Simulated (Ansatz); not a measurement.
# Calculations on C$_{2}$H$_{4}$N

### Relaxation

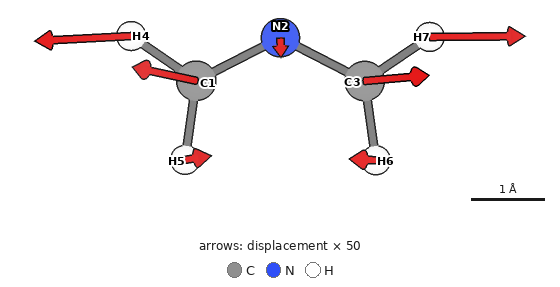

This is a relaxation of C$_{2}$H$_{4}$N (charge −1). The starting structure is drawn; red arrows show the displacements, 50 times their true length. The two geometries are superimposed by the best rigid fit.

A ball-and-stick model, seen face on.

The run prepares an end point of a later path (torsion) calculation, from a guessed geometry.

Level of theory: RKS CAM-B3LYP-D4/6-31G* (Ansatz).

Input file:
```yaml
crystal:
  periodic: [false, false, false]
  atoms:
    - { symbol: C, position_ang: [-0.94475, -0.14529, -0.65906] }
    - { symbol: "N", position_ang: [-0.32876, -0.28232, 0.48215] }
    - { symbol: C, position_ang: [0.89265, 0.09802, 0.73574] }
    - { symbol: H, position_ang: [-1.97871, -0.47288, -0.73067] }
    - { symbol: H, position_ang: [-0.51663, 0.32732, -1.56073] }
    - { symbol: H, position_ang: [1.57267, 0.57982, 0.01118] }
    - { symbol: H, position_ang: [1.30354, -0.10468, 1.72139] }
total_charge: -1
basis:
  gaussian: { orbitals: "6-31G*" }
hamiltonian:
  xc: cam_b3lyp
  dispersion: d4
relax:
  f_tol: 0.015
  max_steps: 40
```

Command:
```bash
ansatz run input.yaml --threads 1 --pin off --max-ram 2048MiB --backend cpu --events-out ev --progress --plain --runs-dir out
```

### What did the optimiser do to the structure, and how much energy did it gain?

The largest move after the best rigid fit is that of H4, 0.028 Å. By element the largest moves are H 0.028 Å, C 0.023 Å, N 0.006 Å. Some distances before and after: C1–N2 1.304 → 1.317 Å, C1–H4 1.087 → 1.092 Å. Bond angles that change, for instance: N2–C1–H5 125.2° → 123.2°. After 4 geometry steps the energy has fallen by 2.35 kJ/mol. Largest force component: 0.83 eV/Å at the start, 0.006 eV/Å at the end.

Limits of the set-up: the basis has no diffuse functions, which an anion needs.

### Relaxation

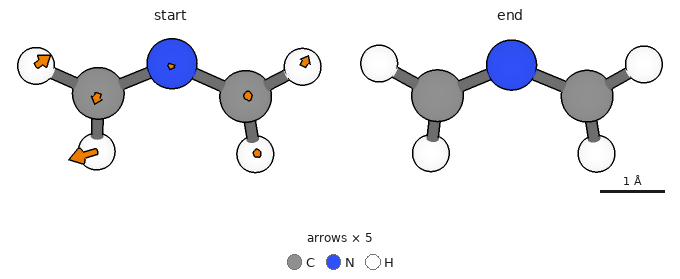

The structure of C$_{2}$H$_{4}$N (charge −1) before (left) and after (right) a relaxation, at one scale. The orange arrows give the displacements, magnified 5 times.

Style: ball-and-stick. Shown at a tilt.

The run prepares an end point of a later path (torsion) calculation, from a guessed geometry.

These are results of Ansatz 0.2.0, RKS CAM-B3LYP-D4/6-31G*, not measurements. (no spin polarisation; force threshold 0.015 eV/Å; at most 40 steps)

Describe what moved and what it gained.

Answer. An H atom moves most after the best rigid fit: 0.11 Å. Largest moves by element: H 0.11 Å, C 0.04 Å, N 0.02 Å. Some distances before and after: C–H 1.087 → 1.103 Å, C–H 1.104 → 1.091 Å, C–N 1.304 → 1.317 Å. Bond angles that change, for instance: N–C–H 125.2° → 119.5°, N–C–H 118.4° → 123.1°, N–C–H 125.2° → 123.1°. Over 5 geometry steps the energy falls by 0.063 eV. The largest force component goes from 0.8 to 0.0046 eV/Å.

Limits of the set-up: the basis has no diffuse functions, which an anion needs.

### Path

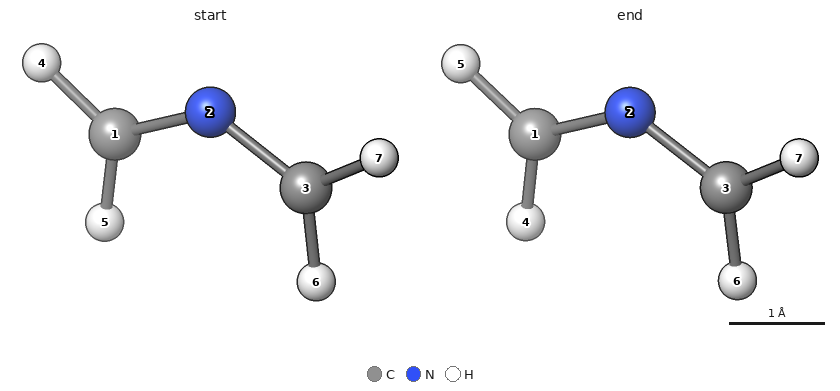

The two relaxed end points of a path for C$_{2}$H$_{4}$N (charge −1). The picture is a ball-and-stick view, seen at a tilt.

Level of theory: RKS CAM-B3LYP-D4/6-31G* (Ansatz).

Set-up: 7 movable images; climbing image; force threshold 0.05 eV/Å; iteration limit 60.

Start:
```xyz
7

C    -0.9651   -0.1362   -0.6640
N    -0.3258   -0.2796    0.4780
C     0.9097    0.0885    0.7453
H    -1.9961   -0.4844   -0.7501
H    -0.5123    0.3308   -1.5545
H     1.5678    0.5749    0.0059
H     1.3218   -0.0942    1.7394
```

End:
```xyz
7

C    -0.9655   -0.1342   -0.6631
N    -0.3268   -0.2793    0.4790
C     0.9097    0.0866    0.7450
H    -0.5096    0.3294   -1.5539
H    -1.9957   -0.4833   -0.7514
H     1.5663    0.5740    0.0050
H     1.3217   -0.0933    1.7395
```

**What barrier does the band find between them, and by what path?**

The barrier is about 27.8 kcal/mol in both directions, with image 4 at the top; the ends have the same energy. The motion is a rotation about the C1–N2 bond by about 180°. No bond forms or breaks between the ends. Among the angles between lasting bonds that change up to the highest image: N2–C1–H5 123.2° → 100.7°, H4–C1–H5 117.3° → 98.4°. The band converged in 13 iterations. The largest component of the band force went from 55 to 0.045 eV/Å. The climbing image converged on the top of the path. Its vibrational analysis gives one imaginary mode (450i cm⁻¹), as a transition state must have.

Energies of the converged images:

```tsv
image	path (Å)	E (kcal/mol)
0	0.00	0.0
1	0.43	3.5
2	0.86	13.9
3	1.29	24.4
4	1.72	27.8
5	2.15	24.5
6	2.57	13.9
7	3.00	3.6
8	3.43	0.0
```

The geometry at the top of the path:

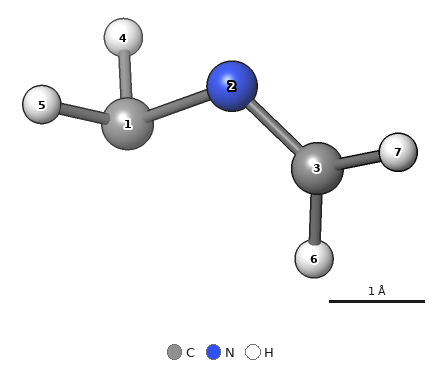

Limits of the set-up: the basis has no diffuse functions, which an anion needs.
